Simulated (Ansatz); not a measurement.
Single-point calculation of Ga6N7H24 (charge +1)

System: Ga6N7H24 (Ga6N7 zinc blende off disc), charge +1.
Method: RKS B97/cc-pVDZ (Ansatz 0.2.0).

Some settings of this run were made unusual or wrong on purpose. The geometry comes from this level: PBE-D4/def2-SVP.

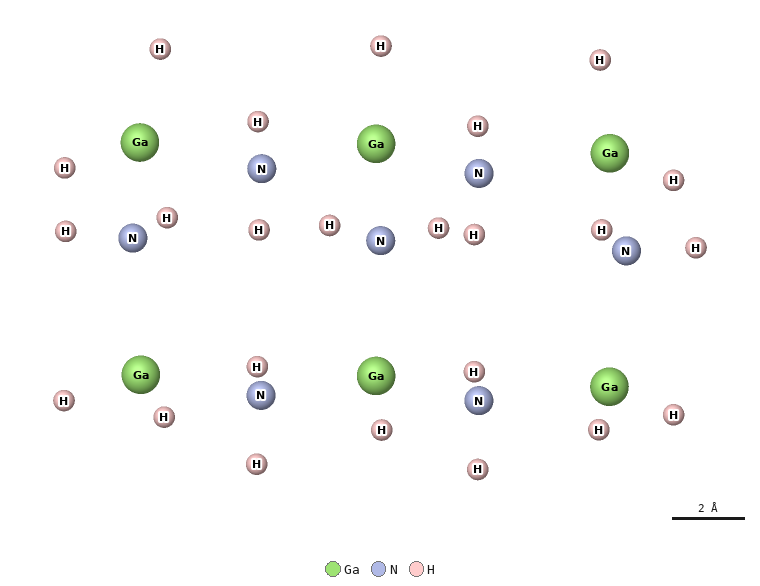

The input geometry (ball-and-stick view, seen at a tilt).

**Input file**
```yaml
crystal:
  periodic: [false, false, false]
  atoms:
    - {symbol: Ga, position_ang: [-7.056763, 2.200909, 0.108278]}
    - {symbol: Ga, position_ang: [2.201673, -7.058861, 0.063869]}
    - {symbol: Ga, position_ang: [-2.415313, -2.416083, 0.452743]}
    - {symbol: Ga, position_ang: [2.404173, 2.405927, 0.479342]}
    - {symbol: Ga, position_ang: [-2.217639, 7.065027, 0.022112]}
    - {symbol: Ga, position_ang: [7.063640, -2.215412, 0.075956]}
    - {symbol: N, position_ang: [-4.513833, -0.201495, -1.712464]}
    - {symbol: N, position_ang: [-4.862679, 4.887688, 1.763057]}
    - {symbol: N, position_ang: [-0.204182, -4.500029, -1.730311]}
    - {symbol: N, position_ang: [4.870308, -4.879389, 1.766989]}
    - {symbol: N, position_ang: [0.218485, 4.499863, -1.720185]}
    - {symbol: N, position_ang: [4.515130, 0.214858, -1.698151]}
    - {symbol: N, position_ang: [-0.010257, -0.009513, 2.159641]}
    - {symbol: H, position_ang: [-8.498620, 3.556652, -2.105181]}
    - {symbol: H, position_ang: [-8.106084, 0.464769, 2.286828]}
    - {symbol: H, position_ang: [3.575211, -8.460128, -2.164881]}
    - {symbol: H, position_ang: [0.459095, -8.149481, 2.216778]}
    - {symbol: H, position_ang: [-3.991668, -4.005559, 2.370010]}
    - {symbol: H, position_ang: [3.965919, 3.983106, 2.419180]}
    - {symbol: H, position_ang: [-3.604403, 8.405245, -2.236290]}
    - {symbol: H, position_ang: [-0.488769, 8.218376, 2.152982]}
    - {symbol: H, position_ang: [8.449335, -3.584619, -2.165364]}
    - {symbol: H, position_ang: [8.171597, -0.490872, 2.234296]}
    - {symbol: H, position_ang: [-5.750012, -1.368154, -2.676190]}
    - {symbol: H, position_ang: [-3.570844, 0.731892, -3.135614]}
    - {symbol: H, position_ang: [-6.212212, 6.237911, 2.199234]}
    - {symbol: H, position_ang: [-4.260706, 4.322128, 3.529084]}
    - {symbol: H, position_ang: [-1.373341, -5.729413, -2.699728]}
    - {symbol: H, position_ang: [0.724745, -3.546562, -3.149403]}
    - {symbol: H, position_ang: [4.285613, -4.296593, 3.533222]}
    - {symbol: H, position_ang: [6.216854, -6.232631, 2.203079]}
    - {symbol: H, position_ang: [-0.686405, 3.547051, -3.155366]}
    - {symbol: H, position_ang: [1.403727, 5.729182, -2.670215]}
    - {symbol: H, position_ang: [3.574458, -0.696181, -3.137447]}
    - {symbol: H, position_ang: [5.751848, 1.396802, -2.642655]}
    - {symbol: H, position_ang: [-1.090521, 1.061627, 3.381315]}
    - {symbol: H, position_ang: [1.062439, -1.088057, 3.381470]}
basis:
  gaussian: {orbitals: cc-pVDZ}
total_charge: 1
hamiltonian: {xc: {name: B97}}
scf: {lower_state_search: off}
output: {forces: true}
```

Launched with:
```bash
ansatz run in.yaml --threads 2 --pin off --events-out ev --progress --plain --max-ram 20480MiB --backend cuda --devices 0, --max-vram 18GiB
```

**The program's output**
```
Functional definition: B97
  name "B97"
  cite "Becke, J. Chem. Phys. 107, 8554 (1997) doi:10.1063/1.475007"
  parameter cx = 0.1943
  parameter cx0 = 0.8094
  parameter cx1 = 0.5073
  parameter cx2 = 0.7481
  parameter css0 = 0.1737
  parameter css1 = 2.3487
  parameter css2 = -2.4868
  parameter cos0 = 0.9454
  parameter cos1 = 0.7471
  parameter cos2 = -4.5961
  exchange = spin_sum(e_x_unif_s*poly(b97_u_x, cx0, cx1, cx2)) + cx*exact_x
  correlation = spin_sum(e_c_pw_same_spin*poly(b97_u_same, css0, css1, css2))
      + integral(e_c_pw_opposite_spin*poly(b97_u_opposite, cos0, cos1, cos2))
these checks for a lower state are left out or cut short: stability, starts, cluster_reference, orbital_swaps, neighbouring_geometries, increment
3927 factors; integrals over basis functions are off by at most 9.4e-4 eV
mean field evaluation 1: about -324819.6113 eV, gradient 2.1e2 eV
mean field evaluation 2: about -323553.2211 eV, gradient 3.1e2 eV
mean field evaluation 4: about -323921.5512 eV, gradient 3.3e2 eV
mean field evaluation 8: about -324953.1562 eV, gradient 3.2e1 eV
mean field evaluation 16: about -324957.4615 eV, gradient 4.5e-2 eV
mean field -324957.46159912 eV, -11941.9664496892 hartree, gradient 2.6e-6 eV, S^2 0.000000; 0 other end points of the search recorded, 0 dependent functions left out
the calculation of the forces begins
reference -324957.46169920 eV, -11941.9664533669 hartree; 129, 129 occupied and 251, 251 virtual orbitals, 3927 factors
Total energy: -324957.46169920 eV, -11941.9664533669 hartree
Atom 0 at    -7.056763     2.200909     0.108278 Å, force    -0.511152    -0.004738     0.031585 eV/Å
Atom 1 at     2.201673    -7.058861     0.063869 Å, force    -0.001739    -0.512018     0.025424 eV/Å
Atom 2 at    -2.415313    -2.416083     0.452743 Å, force    -0.273942    -0.276469     0.227542 eV/Å
Atom 3 at     2.404173     2.405927     0.479342 Å, force     0.274608     0.277324     0.225769 eV/Å
Atom 4 at    -2.217639     7.065027     0.022112 Å, force    -0.003267     0.511786     0.016483 eV/Å
Atom 5 at     7.063640    -2.215412     0.075956 Å, force     0.511104     0.000007     0.023385 eV/Å
Atom 6 at    -4.513833    -0.201495    -1.712464 Å, force    -0.452960    -0.379523    -3.558579 eV/Å
Atom 7 at    -4.862679     4.887688     1.763057 Å, force    -1.163706     1.222175     3.309787 eV/Å
Atom 8 at    -0.204182    -4.500029    -1.730311 Å, force    -0.391458    -0.426183    -3.562204 eV/Å
Atom 9 at     4.870308    -4.879389     1.766989 Å, force     1.186745    -1.199258     3.310127 eV/Å
Atom 10 at     0.218485     4.499863    -1.720185 Å, force     0.453901     0.424951    -3.559987 eV/Å
Atom 11 at     4.515130     0.214858    -1.698151 Å, force     0.455183     0.438218    -3.556824 eV/Å
Atom 12 at    -0.010257    -0.009513     2.159641 Å, force    -0.012059    -0.011838     3.661164 eV/Å
Atom 13 at    -8.498620     3.556652    -2.105181 Å, force     0.531939    -0.462186     0.760834 eV/Å
Atom 14 at    -8.106084     0.464769     2.286828 Å, force     0.397140     0.584150    -0.750590 eV/Å
Atom 15 at     3.575211    -8.460128    -2.164881 Å, force    -0.468523     0.518068     0.766396 eV/Å
Atom 16 at     0.459095    -8.149481     2.216778 Å, force     0.586087     0.411159    -0.741391 eV/Å
Atom 17 at    -3.991668    -4.005559     2.370010 Å, force     0.529732     0.534150    -0.638308 eV/Å
Atom 18 at     3.965919     3.983106     2.419180 Å, force    -0.524870    -0.530049    -0.645107 eV/Å
Atom 19 at    -3.604403     8.405245    -2.236290 Å, force     0.473297    -0.497147     0.776952 eV/Å
Atom 20 at    -0.488769     8.218376     2.152982 Å, force    -0.581185    -0.432343    -0.733200 eV/Å
Atom 21 at     8.449335    -3.584619    -2.165364 Å, force    -0.512701     0.467048     0.770741 eV/Å
Atom 22 at     8.171597    -0.490872     2.234296 Å, force    -0.416952    -0.579997    -0.743096 eV/Å
Atom 23 at    -5.750012    -1.368154    -2.676190 Å, force     2.394852     2.221176     1.583624 eV/Å
Atom 24 at    -3.570844     0.731892    -3.135614 Å, force    -1.872033    -1.889243     2.508560 eV/Å
Atom 25 at    -6.212212     6.237911     2.199234 Å, force     2.522564    -2.519272    -0.596016 eV/Å
Atom 26 at    -4.260706     4.322128     3.529084 Å, force    -1.264508     1.197481    -3.207602 eV/Å
Atom 27 at    -1.373341    -5.729413    -2.699728 Å, force     2.224908     2.383744     1.594815 eV/Å
Atom 28 at     0.724745    -3.546562    -3.149403 Å, force    -1.881265    -1.890550     2.500747 eV/Å
Atom 29 at     4.285613    -4.296593     3.533222 Å, force     1.232323    -1.229581    -3.207958 eV/Å
Atom 30 at     6.216854    -6.232631     2.203079 Å, force    -2.514866     2.526930    -0.595808 eV/Å
Atom 31 at    -0.686405     3.547051    -3.155366 Å, force     1.838173     1.888883     2.533102 eV/Å
Atom 32 at     1.403727     5.729182    -2.670215 Å, force    -2.250461    -2.382970     1.557964 eV/Å
Atom 33 at     3.574458    -0.696181    -3.137447 Å, force     1.867329     1.849138     2.540992 eV/Å
Atom 34 at     5.751848     1.396802    -2.642655 Å, force    -2.394937    -2.245423     1.547052 eV/Å
Atom 35 at    -1.090521     1.061627     3.381315 Å, force     2.097764    -2.081843    -2.088039 eV/Å
Atom 36 at     1.062439    -1.088057     3.381470 Å, force    -2.085070     2.094242    -2.088334 eV/Å
Dipole moment:     0.000375     0.000229    -0.166012 e Å
Checks for a lower state left out: stability, starts, cluster_reference, orbital_swaps, neighbouring_geometries, increment
```

**Outcome**

| quantity | value |
| --- | --- |
| outcome | converged |
| total energy | −324957.4617 eV |
| largest force (length of the vector) | 3.715 eV/Å |
| hardware | 2 CPU threads, shared host |
| wall time | 9.5 s (CPU time 14 s) |
| peak memory | 1.8 GiB |

**What went wrong**

This input holds a deliberate fault: the coordinates are scaled as if typed in the wrong unit. The program still converged, but the numbers can't be taken as results for the intended system.
